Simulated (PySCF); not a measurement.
# N2: NMR shifts at several levels of theory, part 2 of 2

PySCF 2.14.0. Atoms count from 0. The steps go on from the part before.

### Step 9. NMR shieldings: KT2/pcSseg-2

The job: settings as JSON, then the geometry in Å.

```
{"job": {"kind": "nmr", "xc": "KT2", "basis": "pcSseg-2", "pop": false}, "charge": 0, "multiplicity": 1}
N      0.548888     0.000000     0.000000
N     -0.548888    -0.000000    -0.000000
```

With the program's defaults for keys left out, this is: GIAO KT2/pcSseg-2 NMR shielding, non-relativistic, gas phase.

Output:

```text
coarse grid: 2128 points
cycle   1  E = -111.3079238408  dE =  1.527e-01  |g| = 8.053e-02  |ddm| = 1.307e+00
cycle   2  E = -111.3088401725  dE = -9.163e-04  |g| = 2.391e-02  |ddm| = 1.162e-01
cycle   3  E = -111.3089242881  dE = -8.412e-05  |g| = 1.113e-02  |ddm| = 3.796e-02
cycle   4  E = -111.3089521932  dE = -2.791e-05  |g| = 7.473e-04  |ddm| = 1.382e-02
cycle   5  E = -111.3089523024  dE = -1.092e-07  |g| = 1.665e-04  |ddm| = 7.512e-04
final grid: 21984 points
cycle   6  E = -111.3143340196  dE = -1.133e-04  |g| = 4.504e-03  |ddm| = 1.470e-01
cycle   7  E = -111.3143354419  dE = -1.422e-06  |g| = 3.347e-03  |ddm| = 9.294e-03
cycle   8  E = -111.3143379381  dE = -2.496e-06  |g| = 2.839e-04  |ddm| = 4.362e-03
cycle   9  E = -111.3143379528  dE = -1.470e-08  |g| = 3.878e-05  |ddm| = 2.183e-04
cycle  10  E = -111.3143379531  dE = -2.258e-10  |g| = 1.235e-06  |ddm| = 3.665e-05
converged SCF energy = -111.3143379531

GIAO shielding tensors (ppm)
atom      isotropic    diamagn.    paramagn.     s11        s22        s33       span
  0 N      -66.844     323.027    -389.871   -270.578   -270.578    340.624    611.202
  1 N      -66.844     323.027    -389.871   -270.578   -270.578    340.624    611.202
```

Wall time 0.7 s (1 thread, shared host).

This run: δ N0 327.0 ppm (means over like atoms).

### Step 10. Nuclear shieldings: KT3/pcSseg-2

The job: settings as JSON, then the geometry in Å.

```
{"job": {"kind": "nmr", "xc": "KT3", "basis": "pcSseg-2", "pop": false}, "charge": 0, "multiplicity": 1}
N      0.548888     0.000000     0.000000
N     -0.548888    -0.000000    -0.000000
```

Level: GIAO KT3/pcSseg-2 NMR shielding, non-relativistic, gas phase.

Output:

```text
coarse grid: 2128 points
cycle   1  E = -111.1588962661  dE =  1.531e-01  |g| = 8.536e-02  |ddm| = 1.229e+00
cycle   2  E = -111.1598198612  dE = -9.236e-04  |g| = 3.221e-02  |ddm| = 1.195e-01
cycle   3  E = -111.1600003776  dE = -1.805e-04  |g| = 1.263e-02  |ddm| = 4.560e-02
cycle   4  E = -111.1600382075  dE = -3.783e-05  |g| = 5.509e-04  |ddm| = 1.451e-02
cycle   5  E = -111.1600382641  dE = -5.657e-08  |g| = 1.422e-04  |ddm| = 4.648e-04
final grid: 21984 points
cycle   6  E = -111.1636423986  dE = -1.048e-04  |g| = 2.221e-03  |ddm| = 1.263e-01
cycle   7  E = -111.1636428299  dE = -4.314e-07  |g| = 1.145e-03  |ddm| = 3.597e-03
cycle   8  E = -111.1636431127  dE = -2.828e-07  |g| = 2.575e-04  |ddm| = 1.680e-03
cycle   9  E = -111.1636431279  dE = -1.518e-08  |g| = 4.232e-05  |ddm| = 2.606e-04
cycle  10  E = -111.1636431282  dE = -2.647e-10  |g| = 2.135e-06  |ddm| = 2.724e-05
converged SCF energy = -111.1636431282

GIAO shielding tensors (ppm)
atom      isotropic    diamagn.    paramagn.     s11        s22        s33       span
  0 N      -68.070     324.584    -392.654   -272.443   -272.443    340.676    613.119
  1 N      -68.070     324.584    -392.654   -272.443   -272.443    340.676    613.119
```

Run time: 0.7 s. Hardware: 1 thread, shared host.

This run: δ N0 326.8 ppm (means over like atoms).

### Step 11. Shielding tensors: B97-D/pcSseg-2

The job: settings as JSON, then the geometry in Å.

```
{"job": {"kind": "nmr", "xc": "B97-D", "basis": "pcSseg-2", "pop": false}, "charge": 0, "multiplicity": 1}
N      0.548888     0.000000     0.000000
N     -0.548888    -0.000000    -0.000000
```

With the program's defaults for keys left out, this is: GIAO B97-D/pcSseg-2 NMR shielding, non-relativistic, gas phase.

Output:

```text
coarse grid: 2128 points
cycle   1  E = -109.4969884947  dE =  1.538e-01  |g| = 8.983e-02  |ddm| = 1.185e+00
cycle   2  E = -109.4981139237  dE = -1.125e-03  |g| = 2.091e-02  |ddm| = 1.304e-01
cycle   3  E = -109.4981783463  dE = -6.442e-05  |g| = 1.006e-02  |ddm| = 3.164e-02
cycle   4  E = -109.4982005062  dE = -2.216e-05  |g| = 5.902e-04  |ddm| = 1.026e-02
cycle   5  E = -109.4982005655  dE = -5.929e-08  |g| = 1.173e-04  |ddm| = 4.481e-04
final grid: 21984 points
cycle   6  E = -109.5005982672  dE = -2.203e-05  |g| = 3.787e-03  |ddm| = 5.894e-02
cycle   7  E = -109.5005992315  dE = -9.644e-07  |g| = 3.048e-03  |ddm| = 7.025e-03
cycle   8  E = -109.5006012635  dE = -2.032e-06  |g| = 1.581e-04  |ddm| = 3.095e-03
cycle   9  E = -109.5006012674  dE = -3.900e-09  |g| = 1.044e-05  |ddm| = 9.357e-05
cycle  10  E = -109.5006012674  dE = -2.055e-11  |g| = 4.122e-07  |ddm| = 1.088e-05
converged SCF energy = -109.5006012674

GIAO shielding tensors (ppm)
atom      isotropic    diamagn.    paramagn.     s11        s22        s33       span
  0 N      -79.169     324.777    -403.946   -288.721   -288.721    339.936    628.657
  1 N      -79.169     324.777    -403.946   -288.721   -288.721    339.936    628.657
```

It took 0.8 s on 1 thread, shared host.

This run: δ N0 337.1 ppm (means over like atoms).

### Step 12. Shielding tensors: B3LYP/pcSseg-2

The job: settings as JSON, then the geometry in Å.

```
{"job": {"kind": "nmr", "xc": "B3LYP", "basis": "pcSseg-2", "pop": false}, "charge": 0, "multiplicity": 1}
N      0.548888     0.000000     0.000000
N     -0.548888    -0.000000    -0.000000
```

With the program's defaults for keys left out, this is: GIAO B3LYP/pcSseg-2 NMR shielding, non-relativistic, gas phase.

Output:

```text
coarse grid: 2128 points
cycle   1  E = -109.5641764727  dE =  1.316e-01  |g| = 8.046e-02  |ddm| = 1.180e+00
cycle   2  E = -109.5652439369  dE = -1.067e-03  |g| = 3.808e-02  |ddm| = 1.044e-01
cycle   3  E = -109.5655215681  dE = -2.776e-04  |g| = 9.543e-03  |ddm| = 4.564e-02
cycle   4  E = -109.5655396938  dE = -1.813e-05  |g| = 7.699e-04  |ddm| = 8.964e-03
cycle   5  E = -109.5655397853  dE = -9.150e-08  |g| = 7.980e-05  |ddm| = 9.541e-04
final grid: 21984 points
cycle   6  E = -109.5723605580  dE = -4.518e-06  |g| = 1.236e-03  |ddm| = 4.247e-03
cycle   7  E = -109.5723607005  dE = -1.425e-07  |g| = 8.874e-04  |ddm| = 2.216e-03
cycle   8  E = -109.5723608654  dE = -1.650e-07  |g| = 2.200e-05  |ddm| = 9.378e-04
cycle   9  E = -109.5723608655  dE = -7.086e-11  |g| = 4.930e-06  |ddm| = 1.135e-05
converged SCF energy = -109.5723608655

GIAO shielding tensors (ppm)
atom      isotropic    diamagn.    paramagn.     s11        s22        s33       span
  0 N      -94.658     324.035    -418.692   -311.845   -311.845    339.718    651.563
  1 N      -94.658     324.035    -418.692   -311.845   -311.845    339.718    651.563
```

Run time: 0.6 s. Hardware: 1 thread, shared host.

This run: δ N0 353.2 ppm (means over like atoms).

### Step 13. Nuclear shieldings: PBE0/pcSseg-2

The job: settings as JSON, then the geometry in Å.

```
{"job": {"kind": "nmr", "xc": "PBE0", "basis": "pcSseg-2", "pop": false}, "charge": 0, "multiplicity": 1}
N      0.548888     0.000000     0.000000
N     -0.548888    -0.000000    -0.000000
```

With the program's defaults for keys left out, this is: GIAO PBE0/pcSseg-2 NMR shielding, non-relativistic, gas phase.

Output:

```text
coarse grid: 2128 points
cycle   1  E = -109.4386451359  dE =  1.279e-01  |g| = 9.615e-02  |ddm| = 1.184e+00
cycle   2  E = -109.4400387102  dE = -1.394e-03  |g| = 4.637e-02  |ddm| = 1.056e-01
cycle   3  E = -109.4404511565  dE = -4.124e-04  |g| = 8.140e-03  |ddm| = 5.358e-02
cycle   4  E = -109.4404643307  dE = -1.317e-05  |g| = 5.043e-04  |ddm| = 6.702e-03
cycle   5  E = -109.4404643702  dE = -3.948e-08  |g| = 8.616e-05  |ddm| = 7.335e-04
final grid: 21984 points
cycle   6  E = -109.4443631277  dE = -9.858e-06  |g| = 2.237e-03  |ddm| = 9.211e-03
cycle   7  E = -109.4443637291  dE = -6.014e-07  |g| = 1.486e-03  |ddm| = 3.605e-03
cycle   8  E = -109.4443641794  dE = -4.503e-07  |g| = 2.340e-05  |ddm| = 1.506e-03
cycle   9  E = -109.4443641795  dE = -7.145e-11  |g| = 6.556e-06  |ddm| = 3.002e-05
converged SCF energy = -109.4443641795

GIAO shielding tensors (ppm)
atom      isotropic    diamagn.    paramagn.     s11        s22        s33       span
  0 N      -94.082     325.000    -419.082   -310.942   -310.941    339.638    650.579
  1 N      -94.082     325.000    -419.082   -310.942   -310.941    339.638    650.579
```

Run time: 0.5 s. Hardware: 1 thread, shared host.

Key values: δ N0 355.8 ppm (means over like atoms).

### Step 14. Nuclear shieldings: mPW1PW91/pcSseg-2

The job: settings as JSON, then the geometry in Å.

```
{"job": {"kind": "nmr", "xc": "mPW1PW91", "basis": "pcSseg-2", "pop": false}, "charge": 0, "multiplicity": 1}
N      0.548888     0.000000     0.000000
N     -0.548888    -0.000000    -0.000000
```

Method: GIAO mPW1PW91/pcSseg-2 NMR shielding, non-relativistic, gas phase.

Output:

```text
coarse grid: 2128 points
cycle   1  E = -109.5306159870  dE =  1.280e-01  |g| = 9.117e-02  |ddm| = 1.165e+00
cycle   2  E = -109.5319274523  dE = -1.311e-03  |g| = 4.198e-02  |ddm| = 9.533e-02
cycle   3  E = -109.5322595675  dE = -3.321e-04  |g| = 8.231e-03  |ddm| = 4.680e-02
cycle   4  E = -109.5322728922  dE = -1.332e-05  |g| = 5.562e-04  |ddm| = 6.763e-03
cycle   5  E = -109.5322729398  dE = -4.761e-08  |g| = 8.617e-05  |ddm| = 7.147e-04
final grid: 21984 points
cycle   6  E = -109.5365288877  dE = -6.830e-06  |g| = 1.420e-03  |ddm| = 7.712e-03
cycle   7  E = -109.5365291325  dE = -2.448e-07  |g| = 9.321e-04  |ddm| = 2.026e-03
cycle   8  E = -109.5365293076  dE = -1.752e-07  |g| = 1.304e-05  |ddm| = 9.100e-04
cycle   9  E = -109.5365293077  dE = -3.163e-11  |g| = 3.248e-06  |ddm| = 1.998e-05
converged SCF energy = -109.5365293077

GIAO shielding tensors (ppm)
atom      isotropic    diamagn.    paramagn.     s11        s22        s33       span
  0 N      -95.227     325.008    -420.235   -312.693   -312.693    339.704    652.397
  1 N      -95.227     325.008    -420.235   -312.693   -312.693    339.704    652.397
```

Wall time 0.6 s (1 thread, shared host).

This run: δ N0 355.7 ppm (means over like atoms).

### Step 15. Comparing the runs: NMR shifts

Shifts (ppm), means over like atoms, with basis size and wall time:

```csv
run,N0,functions,time
HF/pcSseg-2,372.4,72,0.3 s
LDA/pcSseg-2,359.4,72,0.8 s
PBE/pcSseg-2,347.5,72,1 s
BLYP/pcSseg-2,345.6,72,0.7 s
BP86/pcSseg-2,344.7,72,0.7 s
OPBE/pcSseg-2,340.4,72,0.7 s
KT2/pcSseg-2,327.0,72,0.7 s
KT3/pcSseg-2,326.8,72,0.7 s
B97-D/pcSseg-2,337.1,72,0.8 s
B3LYP/pcSseg-2,353.2,72,0.6 s
PBE0/pcSseg-2,355.8,72,0.5 s
mPW1PW91/pcSseg-2,355.7,72,0.6 s
```

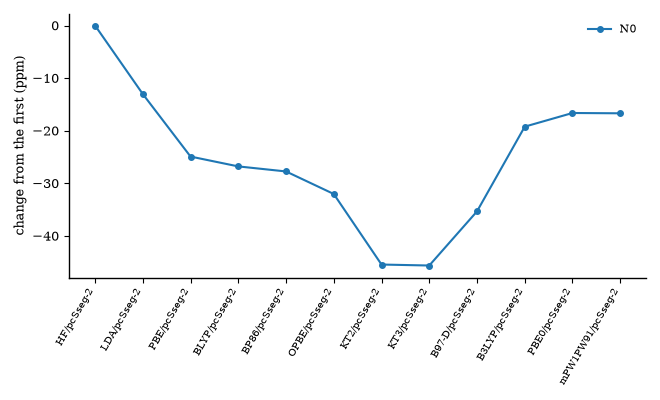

How the tabulated atoms move from run to run.

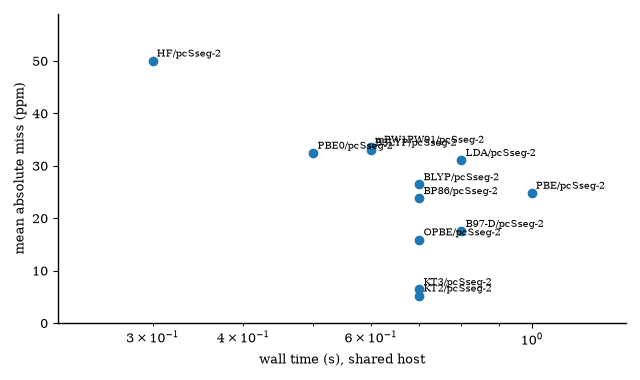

Cost against miss for the one measured 15N shielding.

### Step 16. Summary of results

This closing draws on all 2 parts.

| quantity | value |
| --- | --- |
| point group | D∞h |
| rotational constants (main isotopes) | 59.90, 59.90 GHz |
| 15N shifts against NH3 (HF/pcSseg-2, means over atoms taken as alike) | 372.4 ppm |
| measured, and computed on the same scale | N0 σ -61.6, -111.7 ppm |
| range of the shift of N0 | 326.8 to 372.4 ppm |

In words: Single values in the summary come from the first run of each kind that ended normally (HF/pcSseg-2), which need not be the best level. The optimisation took 6 steps and gained 5.012 eV; among the close pairs (by a distance rule), N0–N1 changed most, from 1.460 to 1.098 Å. The one measured 15N shielding is missed by -50.1 ppm (computed less measured, unscaled). Vibration and temperature are missing from the calculation, so part of the miss against the measured shifts is not the functional's. The shift of N0 (with its like atoms) runs from 326.8 (KT3/pcSseg-2) to 372.4 ppm (HF/pcSseg-2). For the one measured 15N shielding, KT2/pcSseg-2 misses least (5.2 ppm, 0.7 s) and HF/pcSseg-2 most (50.1 ppm, 0.3 s). One molecule ranks no method: errors cancel, and vibration and temperature are missing from all runs.
